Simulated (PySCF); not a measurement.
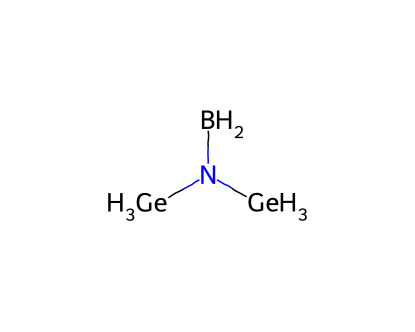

(Drawn from a calculation with PySCF.)

Skeletal drawing of a molecule.

Give its SMILES.

B[N]([GeH3])[GeH3]

Give the formula, hydrogens included.

BGe2H8N.

An optimisation with PBE0-D3(BJ)/def2-SVP gave a structure of which point group?

Cs.
